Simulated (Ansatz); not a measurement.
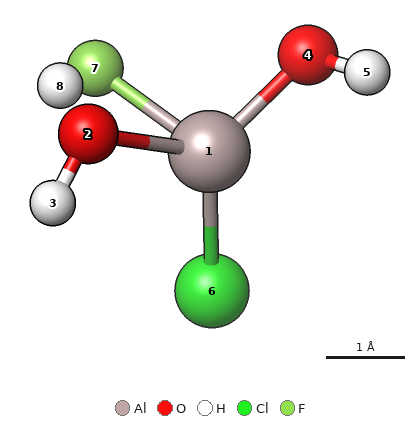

The structure as given in the input (ball-and-stick view, seen at a tilt; atoms are numbered from 1 in the order of the input). Sticks mark near contacts.

## AlH3ClO2F: geometry relaxation

- system: AlH3ClO2F
- method: RKS PBE-D4/6-31G* (Ansatz 0.2.0)

The input holds or restrains some coordinates. It belongs to a series of runs on one base structure; here: pulled along the bonds that form and break, towards end A. Figures and captions count atoms from 1; the log counts them from 0 in places.

Output
```
The last accepted step is kept in [file] (removed where the run ends without a failure and the disk answers)
Engine: ansatz 0.2.0, aarch64-unknown-linux-gnu
Functional definition: PBE
  parameter kappa = 0.804
  parameter beta = 0.06672455060314922
  exchange = pbe_x(kappa = kappa, mu = beta*pi^2/3)
  correlation = pbe_c(beta = beta)
969 factors; their error is unknown
mean field evaluation 1: about -25955.5246 eV, gradient 7.9e1 eV
mean field evaluation 2: about -25873.8792 eV, gradient 2.0e2 eV
mean field evaluation 4: about -25966.2510 eV, gradient 1.8e1 eV
mean field evaluation 8: about -25966.8352 eV, gradient 3.2e-1 eV
mean field evaluation 16: about -25966.8013 eV, gradient 2.3e-5 eV
mean field -25966.80128051 eV, -954.2623461286 hartree, gradient 2.3e-5 eV, S^2 0.000000; 0 other end points of the search recorded, 0 dependent functions left out
the calculation of the forces begins
reference -25966.80132743 eV, -954.2623478531 hartree; 29, 29 occupied and 60, 60 virtual orbitals, 969 factors
relax step   1: F+E_penalty+E_count = -25966.94628887 eV  Δ(F+E_penalty+E_count) = +0.000e0 eV  max|allowed force component| = 2.838e0 eV/Å  E_restraint = 27.39111252 eV  max|allowed force component, restraints' pulls added| = 2.930e1 eV/Å  Δτ_max = 0.0000 Å  (27 SCF iters, accepted)
  distance Al 0 - F 6 = 1.9900 Å
  distance H 7 - O 1 = 1.3245 Å
  distance Al 0 - O 1 = 2.1300 Å
  distance H 7 - F 6 = 1.2510 Å
these checks for a lower state are left out or cut short: starts, cluster_reference, orbital_swaps, neighbouring_geometries, increment
969 factors; their error is unknown
mean field -25966.52129540 eV, -954.2520568656 hartree, gradient 2.2e-5 eV, S^2 0.000000; 0 other end points of the search recorded, 0 dependent functions left out
[... from here on the field's lines of each further geometry are left out, up to the last ...]
relax step   2: F+E_penalty+E_count = -25966.66691523 eV  Δ(F+E_penalty+E_count) = +2.794e-1 eV  max|allowed force component| = 2.354e0 eV/Å  E_restraint = 11.20594337 eV  max|allowed force component, restraints' pulls added| = 1.978e1 eV/Å  Δτ_max = 0.1956 Å  (33 SCF iters, accepted)
relax step   3: F+E_penalty+E_count = -25966.58018421 eV  Δ(F+E_penalty+E_count) = +8.673e-2 eV  max|allowed force component| = 2.076e0 eV/Å  E_restraint = 2.65792726 eV  max|allowed force component, restraints' pulls added| = 8.433e0 eV/Å  Δτ_max = 0.1946 Å  (34 SCF iters, accepted)
relax step   4: F+E_penalty+E_count = -25966.69781080 eV  Δ(F+E_penalty+E_count) = -1.176e-1 eV  max|allowed force component| = 1.654e0 eV/Å  E_restraint = 0.04749240 eV  max|allowed force component, restraints' pulls added| = 2.149e0 eV/Å  Δτ_max = 0.1928 Å  (29 SCF iters, accepted)
relax step   5: F+E_penalty+E_count = -25966.87365666 eV  Δ(F+E_penalty+E_count) = -1.758e-1 eV  max|allowed force component| = 1.086e0 eV/Å  E_restraint = 0.04090161 eV  max|allowed force component, restraints' pulls added| = 1.692e0 eV/Å  Δτ_max = 0.1940 Å  (34 SCF iters, accepted)
relax step   6: F+E_penalty+E_count = -25966.89917349 eV  Δ(F+E_penalty+E_count) = -2.552e-2 eV  max|allowed force component| = 8.690e-1 eV/Å  E_restraint = 0.04660371 eV  max|allowed force component, restraints' pulls added| = 2.050e0 eV/Å  Δτ_max = 0.1977 Å  (27 SCF iters, accepted)
relax step   7: F+E_penalty+E_count = -25966.95938334 eV  Δ(F+E_penalty+E_count) = -6.021e-2 eV  max|allowed force component| = 7.359e-1 eV/Å  E_restraint = 0.01436016 eV  max|allowed force component, restraints' pulls added| = 4.958e-1 eV/Å  Δτ_max = 0.1997 Å  (30 SCF iters, accepted)
relax step   8: F+E_penalty+E_count = -25966.98338863 eV  Δ(F+E_penalty+E_count) = -2.401e-2 eV  max|allowed force component| = 6.939e-1 eV/Å  E_restraint = 0.01592869 eV  max|allowed force component, restraints' pulls added| = 1.040e-1 eV/Å  Δτ_max = 0.0881 Å  (28 SCF iters, accepted)
relax step   9: F+E_penalty+E_count = -25966.92044856 eV  Δ(F+E_penalty+E_count) = +6.294e-2 eV  max|allowed force component| = 1.761e0 eV/Å  E_restraint = 0.01241665 eV  max|allowed force component, restraints' pulls added| = 1.761e0 eV/Å  Δτ_max = 0.1963 Å  (33 SCF iters, rejected (line search))
relax step  10: F+E_penalty+E_count = -25966.99931708 eV  Δ(F+E_penalty+E_count) = -1.593e-2 eV  max|allowed force component| = 6.293e-1 eV/Å  E_restraint = 0.01847477 eV  max|allowed force component, restraints' pulls added| = 3.411e-1 eV/Å  Δτ_max = 0.0962 Å  (29 SCF iters, accepted)
relax step  11: F+E_penalty+E_count = -25967.02237441 eV  Δ(F+E_penalty+E_count) = -2.306e-2 eV  max|allowed force component| = 6.301e-1 eV/Å  E_restraint = 0.01731926 eV  max|allowed force component, restraints' pulls added| = 3.537e-1 eV/Å  Δτ_max = 0.1000 Å  (28 SCF iters, accepted)
relax step  12: F+E_penalty+E_count = -25967.04872084 eV  Δ(F+E_penalty+E_count) = -2.635e-2 eV  max|allowed force component| = 6.395e-1 eV/Å  E_restraint = 0.01439152 eV  max|allowed force component, restraints' pulls added| = 2.061e-1 eV/Å  Δτ_max = 0.1500 Å  (33 SCF iters, accepted)
relax step  13: F+E_penalty+E_count = -25967.07011337 eV  Δ(F+E_penalty+E_count) = -2.139e-2 eV  max|allowed force component| = 7.129e-1 eV/Å  E_restraint = 0.01470875 eV  max|allowed force component, restraints' pulls added| = 7.610e-2 eV/Å  Δτ_max = 0.2000 Å  (34 SCF iters, accepted)
relax step  14: F+E_penalty+E_count = -25967.03099865 eV  Δ(F+E_penalty+E_count) = +3.911e-2 eV  max|allowed force component| = 1.549e0 eV/Å  E_restraint = 0.01481181 eV  max|allowed force component, restraints' pulls added| = 1.549e0 eV/Å  Δτ_max = 0.1911 Å  (29 SCF iters, rejected (line search))
relax step  15: F+E_penalty+E_count = -25967.06750327 eV  Δ(F+E_penalty+E_count) = +2.610e-3 eV  max|allowed force component| = 5.113e-1 eV/Å  E_restraint = 0.01771745 eV  max|allowed force component, restraints' pulls added| = 3.919e-1 eV/Å  Δτ_max = 0.0936 Å  (28 SCF iters, rejected (line search))
relax step  16: F+E_penalty+E_count = -25967.07363196 eV  Δ(F+E_penalty+E_count) = -3.519e-3 eV  max|allowed force component| = 6.218e-1 eV/Å  E_restraint = 0.01608238 eV  max|allowed force component, restraints' pulls added| = 1.688e-1 eV/Å  Δτ_max = 0.0457 Å  (27 SCF iters, accepted)
the calculation of the forces begins
reference -25966.92486104 eV, -954.2668876293 hartree; 29, 29 occupied and 60, 60 virtual orbitals, 969 factors
relax step  17: F+E_penalty+E_count = -25967.07311333 eV  Δ(F+E_penalty+E_count) = +5.186e-4 eV  max|allowed force component| = 6.502e-1 eV/Å  E_restraint = 0.01400339 eV  max|allowed force component, restraints' pulls added| = 4.416e-2 eV/Å  Δτ_max = 0.1000 Å  (28 SCF iters, accepted)
```

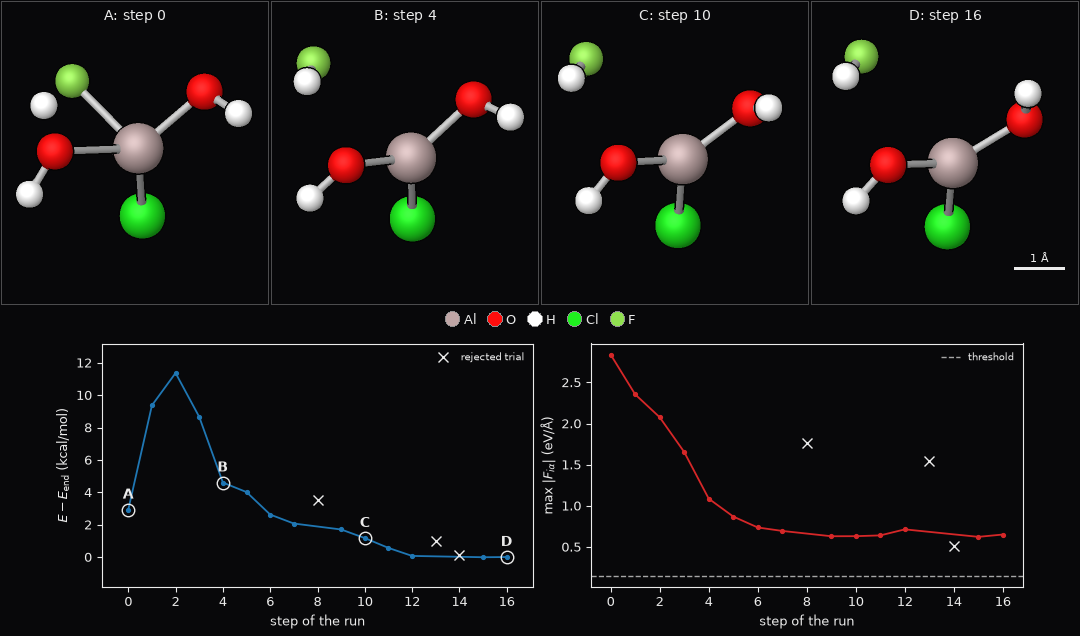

Frames of the restrained relaxation (ball-and-stick view, seen at a tilt) above the curves, on which the letters mark them (the first geometry is step 0 here and step 1 in the log).

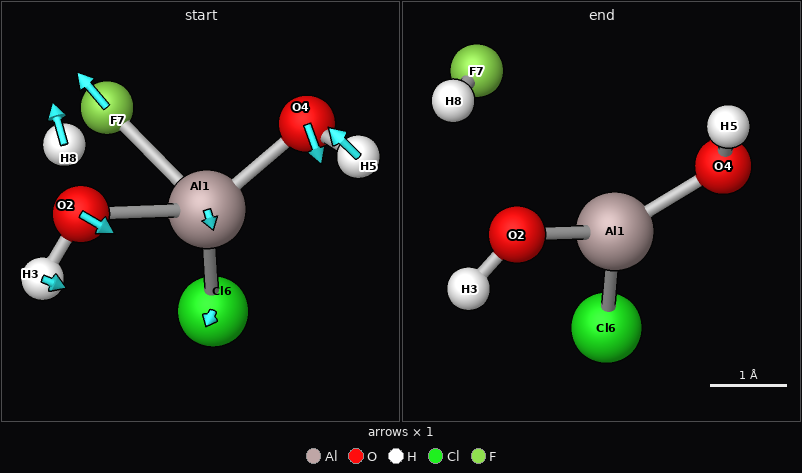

Before (left) and after (right) the restrained relaxation, at one scale (ball-and-stick view, seen at a tilt). The teal arrows give the displacements, at true length. F7 moves most after the best rigid fit: 0.65 Å. By element the largest moves are F 0.65 Å, H 0.63 Å, O 0.59 Å, Al 0.31 Å, Cl 0.27 Å. Among the contacts that change: Al1–F7 1.990 → 2.876 Å, Al1–O2 2.130 → 1.764 Å, F7–H8 1.251 → 0.940 Å, Al1–Cl6 2.230 → 2.104 Å. New bonds form: F7–H8 (1.25 → 0.94 Å). Bonds break: Al1–F7 (1.99 → 2.88 Å). Among the angles that change: Al1–O4–H5 109.5° → 118.2°, Al1–O2–H3 109.5° → 114.3°. The energy falls by 2.92 kcal/mol in 16 geometry steps. Largest force component: 2.8 eV/Å at the start, 0.65 eV/Å at the end. The line search rejected the trial steps at points 8, 13, 14 (counted from 0) and went back. (Atoms are counted from 1 in the order of the input.)

```
  distance Al 0 - F 6 = 2.8759 Å
  distance H 7 - O 1 = 2.2017 Å
  distance Al 0 - O 1 = 1.7638 Å
  distance H 7 - F 6 = 0.9401 Å
969 factors; their error is unknown
mean field -25966.92481528 eV, -954.2668859477 hartree, gradient 1.3e-5 eV, S^2 0.000000; 1 other end points of the search recorded, 0 dependent functions left out
the calculation of the forces begins
reference -25966.92486104 eV, -954.2668876293 hartree; 29, 29 occupied and 60, 60 virtual orbitals, 969 factors
Total energy: -25967.07315909 eV, -954.2723374822 hartree
Atom 0 at    -0.158658    -0.261015    -0.051830 Å, force     0.057359     0.365135     0.640993 eV/Å
Atom 1 at    -0.055530    -0.339775     1.707190 Å, force     0.041466     0.286959    -0.461917 eV/Å
Atom 2 at    -0.912993    -0.477679     2.154469 Å, force     0.009377    -0.010364    -0.022100 eV/Å
Atom 3 at     1.223922    -0.465183    -1.037319 Å, force     0.044160    -0.005410     0.004073 eV/Å
Atom 4 at     2.089049    -0.572900    -0.601588 Å, force    -0.032959     0.004736     0.000952 eV/Å
Atom 5 at    -2.059371    -0.208770    -0.953479 Å, force    -0.013541     0.005049    -0.008612 eV/Å
Atom 6 at     0.266157     2.398608     0.956506 Å, force    -0.066156    -0.009400    -0.650226 eV/Å
Atom 7 at     0.298124     1.833314     1.706950 Å, force    -0.039706    -0.636705     0.496837 eV/Å
Dipole moment:     0.185634    -0.164059     0.616672 e Å
```

Trajectory as extended XYZ (Å, eV, eV/Å), 13 of the 17 frames kept, from step=1 to step=17
```
8
Properties=species:S:1:pos:R:3:forces:R:3 step=1 energy=-25966.94629
Al    0.0000    0.0000    0.0000   -0.0124   2.8383   0.5356
O     0.0000    0.0000    2.1300   -0.7799   0.3817  -2.0200
H    -0.9095   -0.2814    2.4671    1.0068   0.6492  -0.3935
O     1.5415    0.0000   -0.8900   -0.7048  -2.0657   0.6625
H     1.8414   -0.9519   -1.0449   -0.1495   1.2791   0.0241
Cl   -1.9312    0.0000   -1.1150    1.1004  -0.4401   0.9115
F     0.0892    1.8864    0.6275   -0.0966  -1.7802   0.6012
H     0.0593    1.2535    1.7062   -0.3640  -0.8623  -0.3215
8
Properties=species:S:1:pos:R:3:forces:R:3 step=2 energy=-25966.66692
Al   -0.0074   -0.1440    0.0422   -0.1953   2.3543   0.9908
O    -0.0075   -0.1612    2.0473   -0.7664   0.4534  -2.1107
H    -0.9112   -0.2837    2.4665    0.8444   0.0365  -0.6277
O     1.5194   -0.0250   -0.8725   -0.9716  -1.3791   0.8310
H     1.8468   -0.9457   -1.0491    0.0816   0.6408  -0.0521
Cl   -1.9128   -0.0112   -1.0981    1.0662  -0.4323   0.8772
F     0.0961    2.0474    0.7224   -0.1307  -2.2870   1.5243
H     0.0674    1.4300    1.6223    0.0717   0.6135  -1.4328
8
Properties=species:S:1:pos:R:3:forces:R:3 step=4 energy=-25966.69781
Al   -0.0509   -0.3699    0.0736    0.0754   1.6538  -0.0389
O    -0.0374   -0.3976    1.8424   -0.4911   0.2401  -0.3120
H    -0.8766   -0.3287    2.3672    0.5255  -0.2408  -0.6158
O     1.4567   -0.1003   -0.8065   -0.7991  -0.9597   0.6061
H     1.8576   -0.9638   -1.0446    0.2214   0.2502  -0.0966
Cl   -1.8766   -0.0793   -1.0432    0.4368  -0.3790   0.4500
F     0.0995    2.3454    0.8752   -0.1185   0.5751  -1.4462
H     0.1183    1.8009    1.6168    0.1496  -1.1395   1.4534
8
Properties=species:S:1:pos:R:3:forces:R:3 step=5 energy=-25966.87366
Al   -0.0435   -0.2284    0.0413    0.2080   0.5713   0.1985
O    -0.0277   -0.3772    1.7990   -0.4097   0.4204  -0.2524
H    -0.8762   -0.4251    2.3084    0.5085  -0.0011  -0.5489
O     1.4908   -0.1754   -0.7927   -0.5666  -0.4653   0.3089
H     1.8411   -1.0621   -1.0279    0.0218   0.3112   0.0357
Cl   -1.8895   -0.1367   -1.0130    0.2049  -0.1077   0.1874
F     0.0093    2.4985    0.9530    0.1524  -1.0864   0.2669
H     0.1864    1.8130    1.6127   -0.1192   0.3577  -0.1960
8
Properties=species:S:1:pos:R:3:forces:R:3 step=6 energy=-25966.89917
Al   -0.0567   -0.2622   -0.0019    0.3928   0.8690   0.5021
O    -0.0244   -0.2940    1.7589   -0.5688   0.0405  -0.0340
H    -0.8709   -0.4210    2.2612    0.5867   0.0487  -0.5649
O     1.4720   -0.2035   -0.8368   -0.4560  -0.5427   0.2172
H     1.8590   -1.0866   -1.0242   -0.0018   0.3402   0.0211
Cl   -1.9061   -0.2008   -1.0271    0.0436  -0.1220   0.0683
F     0.0475    2.4529    0.9740    0.1058  -0.8197   0.5855
H     0.1703    1.9219    1.7769   -0.1022   0.1861  -0.7954
8
Properties=species:S:1:pos:R:3:forces:R:3 step=8 energy=-25966.98339
Al   -0.1067   -0.2009   -0.0259    0.0667   0.4199   0.6939
O    -0.0577   -0.2910    1.7343   -0.0211   0.2319  -0.4795
H    -0.9181   -0.4715    2.1616    0.0173   0.0143  -0.0452
O     1.3773   -0.1805   -0.8853   -0.1040  -0.0692  -0.0945
H     1.9358   -0.9768   -0.8524    0.0598   0.0394   0.0412
Cl   -1.9912   -0.3257   -0.9788    0.0811   0.0341   0.0475
F     0.1667    2.4683    0.9996   -0.1262  -0.0507  -0.6507
H     0.2846    1.8848    1.7278    0.0265  -0.6197   0.4874
8
Properties=species:S:1:pos:R:3:forces:R:3 step=9 energy=-25966.92045 accepted=F
Al   -0.1124   -0.1863   -0.0598    0.0817   0.3838   0.7412
O     0.0129   -0.2880    1.7011   -0.3125   0.1461  -0.5129
H    -0.8641   -0.5178    2.0773    0.1515   0.0554   0.0981
O     1.3198   -0.2840   -0.9937    1.7079  -1.7202   0.4864
H     2.0302   -0.9760   -0.6802   -1.7350   1.7615  -0.6528
Cl   -2.0515   -0.2185   -0.9118    0.1670   0.0333   0.0439
F     0.1265    2.4715    1.0030   -0.1034   0.0304  -0.7277
H     0.2291    1.9057    1.7450    0.0428  -0.6902   0.5237
8
Properties=species:S:1:pos:R:3:forces:R:3 step=10 energy=-25966.99932
Al   -0.0970   -0.2132   -0.0331    0.1489   0.5335   0.6293
O    -0.0128   -0.2955    1.7285   -0.0218   0.2234  -0.5618
H    -0.8776   -0.4818    2.1393   -0.0852  -0.0379   0.0813
O     1.3579   -0.2355   -0.9446    0.0226  -0.3411  -0.0322
H     1.9713   -0.9840   -0.7917   -0.1061   0.2820   0.0147
Cl   -2.0045   -0.2392   -0.9473    0.0949   0.0038   0.0575
F     0.1622    2.4567    0.9846   -0.0901  -0.1339  -0.5151
H     0.1911    1.8992    1.7452    0.0368  -0.5297   0.3263
8
Properties=species:S:1:pos:R:3:forces:R:3 step=12 energy=-25967.04872
Al   -0.0967   -0.1997   -0.0564    0.0487   0.3202   0.5645
O     0.0224   -0.3182    1.6995   -0.0033   0.2986  -0.4580
H    -0.8341   -0.5022    2.1328    0.0100  -0.0040   0.0026
O     1.2887   -0.4053   -1.0485    0.0993  -0.1627   0.1492
H     2.0401   -0.8854   -0.6421   -0.1390   0.2061  -0.0809
Cl   -2.0160   -0.1296   -0.9202   -0.0037   0.0255  -0.0168
F     0.1022    2.4700    0.9951   -0.0494  -0.0625  -0.6395
H     0.1840    1.8770    1.7208    0.0375  -0.6212   0.4790
8
Properties=species:S:1:pos:R:3:forces:R:3 step=13 energy=-25967.07011
Al   -0.1450   -0.2250   -0.0699    0.1357   0.3344   0.7129
O    -0.0041   -0.3192    1.6861   -0.0780   0.2572  -0.4199
H    -0.8409   -0.5371    2.1429    0.0505   0.0286  -0.0256
O     1.2418   -0.4695   -1.0427   -0.0088   0.0099  -0.0403
H     2.0606   -0.7009   -0.5678    0.0356   0.0224  -0.0017
Cl   -2.0527   -0.1474   -0.9431   -0.0679   0.0150  -0.0486
F     0.1984    2.4355    0.9622   -0.0551  -0.0414  -0.6405
H     0.2326    1.8703    1.7133   -0.0119  -0.6260   0.4637
8
Properties=species:S:1:pos:R:3:forces:R:3 step=14 energy=-25967.03100 accepted=F
Al   -0.1825   -0.2695   -0.0609    0.1495   0.4033   0.7070
O    -0.0306   -0.3485    1.6955   -0.1226   0.2826  -0.4475
H    -0.8634   -0.5472    2.1674    0.0442   0.0236  -0.0174
O     1.2053   -0.5030   -1.0319    1.5487  -0.0070   0.7419
H     2.0846   -0.5167   -0.5229   -1.4634  -0.0141  -0.8534
Cl   -2.0785   -0.1427   -0.9564   -0.0544  -0.0256  -0.0089
F     0.3042    2.3977    0.9156   -0.0710  -0.1963  -0.4209
H     0.2518    1.8365    1.6746   -0.0311  -0.4665   0.2991
8
Properties=species:S:1:pos:R:3:forces:R:3 step=16 energy=-25967.07363
Al   -0.1498   -0.2416   -0.0606    0.1324   0.3871   0.6218
O    -0.0126   -0.3310    1.6961   -0.0353   0.2854  -0.4706
H    -0.8523   -0.5293    2.1534   -0.0087  -0.0039   0.0083
O     1.2378   -0.4574   -1.0417   -0.0204  -0.0223   0.0161
H     2.0660   -0.6653   -0.5710    0.0141   0.0234  -0.0162
Cl   -2.0566   -0.1492   -0.9447   -0.0097  -0.0016  -0.0052
F     0.2396    2.4226    0.9474   -0.0600  -0.1174  -0.5378
H     0.2187    1.8579    1.7021   -0.0124  -0.5507   0.3836
8
Properties=species:S:1:pos:R:3:forces:R:3 step=17 energy=-25967.07311
Al   -0.1587   -0.2610   -0.0518    0.0574   0.3651   0.6410
O    -0.0555   -0.3398    1.7072    0.0415   0.2870  -0.4619
H    -0.9130   -0.4777    2.1545    0.0094  -0.0104  -0.0221
O     1.2239   -0.4652   -1.0373    0.0442  -0.0054   0.0041
H     2.0890   -0.5729   -0.6016   -0.0330   0.0047   0.0010
Cl   -2.0594   -0.2088   -0.9535   -0.0135   0.0050  -0.0086
F     0.2662    2.3986    0.9565   -0.0662  -0.0094  -0.6502
H     0.2981    1.8333    1.7069   -0.0397  -0.6367   0.4968
```

The run was set up as follows.

Input file
```yaml
crystal:
  periodic: [false, false, false]
  atoms:
    - { symbol: Al, position_ang: [0.0, 0.0, 0.0] }
    - { symbol: O, position_ang: [0.0, 0.0, 2.13] }
    - { symbol: H, position_ang: [-0.9095, -0.2814, 2.4671] }
    - { symbol: O, position_ang: [1.5415, 0.0, -0.89] }
    - { symbol: H, position_ang: [1.8414, -0.9519, -1.0449] }
    - { symbol: Cl, position_ang: [-1.9312, 0.0, -1.115] }
    - { symbol: F, position_ang: [0.0892, 1.8864, 0.6275] }
    - { symbol: H, position_ang: [0.0593, 1.2535, 1.7062] }
basis:
  gaussian: { orbitals: "6-31G*" }
hamiltonian:
  xc: pbe
  dispersion: d4
relax:
  f_tol: 0.15
  max_steps: 25
  restrain:
    - { distance: [0, 6], at: 2.89, k: 30.0 }
    - { distance: [7, 1], at: 2.21, k: 30.0 }
    - { distance: [0, 1], at: 1.78, k: 30.0 }
    - { distance: [7, 6], at: 0.92, k: 30.0 }
```

Command:
```bash
ansatz run input.yaml --threads 2 --pin off --max-ram 3072MiB --backend cpu --events-out ev --progress --plain --runs-dir out
```

Summary

| quantity | value |
| --- | --- |
| outcome | converged under the restraints of the input |
| total energy | −25967.0732 eV |
| mean-field energy | −25966.9249 eV |
| largest force (length of the vector) at the end, held atoms and coordinates included | 0.809 eV/Å |
| hardware | 2 threads of Arm Neoverse V2, 24 GiB of memory available, shared host |
| wall time | 27 s (CPU time 52 s) |
| peak memory | 0.15 GiB |
